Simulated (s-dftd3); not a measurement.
C2H2AlFO: dispersion calculation

C2H2AlFO, computed with D3 (mpwlyp) (s-dftd3 1.4.0).

A bond length was changed on purpose from its optimised value.

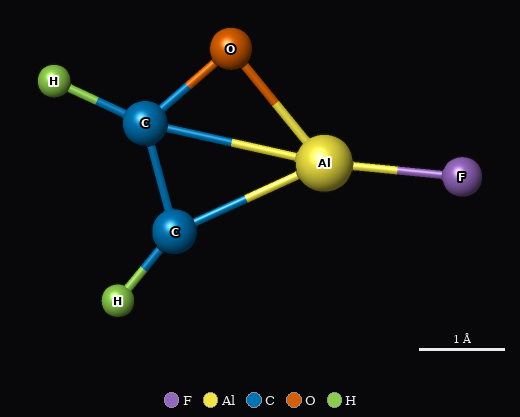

*The input geometry (ball-and-stick view, seen at a tilt). Sticks mark near contacts.*

Bond lengths as drawn: Al–C 1.97 to 2.17 Å, Al–F 1.64 Å, Al–O 1.75 Å, C–C 1.34 Å, C–H 1.07 to 1.19 Å and C–O 1.36 Å.

Key numbers:

```tsv
quantity	value
outcome	converged
dispersion energy	−0.001474 hartree
hardware	1 thread of Intel Xeon (Granite Rapids), 192 GiB of memory available, shared host
peak memory	0.07 GiB
```

Settings chosen away from the usual ones: atm; damping; grad; pair; prop.

Input (coord):
```
$coord
     -2.610524360342      -4.735842640925       1.070510952339  f
     -1.129451510166      -2.098181813433       0.359029066418  al
      0.343060880665       1.141583551886       1.436532005418  c
      0.806043781198       1.234501385434      -1.057434047557  c
      0.015779213141      -0.782289923811      -2.457380955202  o
      0.841967474827       2.555967967124       2.802747301739  h
      1.826010228882       2.829547397638      -2.263874889767  h
$end
```

Launch command:
```bash
s-dftd3 coord --zero mpwlyp --pair-resolved --json
```

What the program printed:
```
-----------------------------------
 s i m p l e   D F T - D 3  v1.4.0
-----------------------------------

Zero (Chai-Head-Gordon) damping: mpwlyp-D3(0)
--------------------
  s6         1.0000
  s8         1.0980
  s9         0.0000
 rs6         1.2390
 rs8         1.0000
 alp        14.0000
--------------------

Dispersion energy:      -1.4735604392474E-03 Eh

Pairwise representation of dispersion (in kcal/mol):
----------------------------------------------------------------------------------
     #    Z          #    Z        additive  (rel.)   non-add.  (rel.)      total
----------------------------------------------------------------------------------
     1    9 f        2   13 al    -8.56E-04 ( 100%)   0.00E+00 (   0%)  -8.56E-04
     1    9 f        3    6 c     -5.07E-02 ( 100%)   0.00E+00 (   0%)  -5.07E-02
     1    9 f        4    6 c     -3.09E-02 ( 100%)   0.00E+00 (   0%)  -3.09E-02
     1    9 f        5    8 o     -5.42E-02 ( 100%)   0.00E+00 (   0%)  -5.42E-02
     1    9 f        6    1 h     -5.28E-03 ( 100%)   0.00E+00 (   0%)  -5.28E-03
     1    9 f        7    1 h     -2.35E-03 ( 100%)   0.00E+00 (   0%)  -2.35E-03
     2   13 al       1    9 f     -8.56E-04 ( 100%)   0.00E+00 (   0%)  -8.56E-04
     2   13 al       3    6 c     -1.45E-03 ( 100%)   0.00E+00 (   0%)  -1.45E-03
     2   13 al       4    6 c     -2.65E-03 ( 100%)   0.00E+00 (   0%)  -2.65E-03
     2   13 al       5    8 o     -1.66E-03 ( 100%)   0.00E+00 (   0%)  -1.66E-03
     2   13 al       6    1 h     -5.80E-02 ( 100%)   0.00E+00 (   0%)  -5.80E-02
     2   13 al       7    1 h     -7.08E-02 ( 100%)   0.00E+00 (   0%)  -7.08E-02
     3    6 c        1    9 f     -5.07E-02 ( 100%)   0.00E+00 (   0%)  -5.07E-02
     3    6 c        2   13 al    -1.45E-03 ( 100%)   0.00E+00 (   0%)  -1.45E-03
     3    6 c        4    6 c     -9.27E-05 ( 100%)   0.00E+00 (   0%)  -9.27E-05
     3    6 c        5    8 o     -3.01E-02 ( 100%)   0.00E+00 (   0%)  -3.01E-02
     3    6 c        6    1 h     -6.49E-05 ( 100%)   0.00E+00 (   0%)  -6.49E-05
     3    6 c        7    1 h     -2.66E-02 ( 100%)   0.00E+00 (   0%)  -2.66E-02
     4    6 c        1    9 f     -3.09E-02 ( 100%)   0.00E+00 (   0%)  -3.09E-02
     4    6 c        2   13 al    -2.65E-03 ( 100%)   0.00E+00 (   0%)  -2.65E-03
     4    6 c        3    6 c     -9.27E-05 ( 100%)   0.00E+00 (   0%)  -9.27E-05
     4    6 c        5    8 o     -4.06E-04 ( 100%)   0.00E+00 (   0%)  -4.06E-04
     4    6 c        6    1 h     -1.44E-02 ( 100%)   0.00E+00 (   0%)  -1.44E-02
     4    6 c        7    1 h     -1.24E-04 ( 100%)   0.00E+00 (   0%)  -1.24E-04
     5    8 o        1    9 f     -5.42E-02 ( 100%)   0.00E+00 (   0%)  -5.42E-02
     5    8 o        2   13 al    -1.66E-03 ( 100%)   0.00E+00 (   0%)  -1.66E-03
     5    8 o        3    6 c     -3.01E-02 ( 100%)   0.00E+00 (   0%)  -3.01E-02
     5    8 o        4    6 c     -4.06E-04 ( 100%)   0.00E+00 (   0%)  -4.06E-04
     5    8 o        6    1 h     -3.29E-02 ( 100%)   0.00E+00 (   0%)  -3.29E-02
     5    8 o        7    1 h     -4.87E-02 ( 100%)   0.00E+00 (   0%)  -4.87E-02
     6    1 h        1    9 f     -5.28E-03 ( 100%)   0.00E+00 (   0%)  -5.28E-03
     6    1 h        2   13 al    -5.80E-02 ( 100%)   0.00E+00 (   0%)  -5.80E-02
     6    1 h        3    6 c     -6.49E-05 ( 100%)   0.00E+00 (   0%)  -6.49E-05
     6    1 h        4    6 c     -1.44E-02 ( 100%)   0.00E+00 (   0%)  -1.44E-02
     6    1 h        5    8 o     -3.29E-02 ( 100%)   0.00E+00 (   0%)  -3.29E-02
     6    1 h        7    1 h     -3.02E-02 ( 100%)   0.00E+00 (   0%)  -3.02E-02
     7    1 h        1    9 f     -2.35E-03 ( 100%)   0.00E+00 (   0%)  -2.35E-03
     7    1 h        2   13 al    -7.08E-02 ( 100%)   0.00E+00 (   0%)  -7.08E-02
     7    1 h        3    6 c     -2.66E-02 ( 100%)   0.00E+00 (   0%)  -2.66E-02
     7    1 h        4    6 c     -1.24E-04 ( 100%)   0.00E+00 (   0%)  -1.24E-04
     7    1 h        5    8 o     -4.87E-02 ( 100%)   0.00E+00 (   0%)  -4.87E-02
     7    1 h        6    1 h     -3.02E-02 ( 100%)   0.00E+00 (   0%)  -3.02E-02
----------------------------------------------------------------------------------
 total dispersion energy          -9.25E-01 ( 100%)   0.00E+00 (   0%)  -9.25E-01
----------------------------------------------------------------------------------

[Info] Writing Dispersion energy to '.EDISP'
[Info] JSON dump of results written to 'dftd3.json'
```
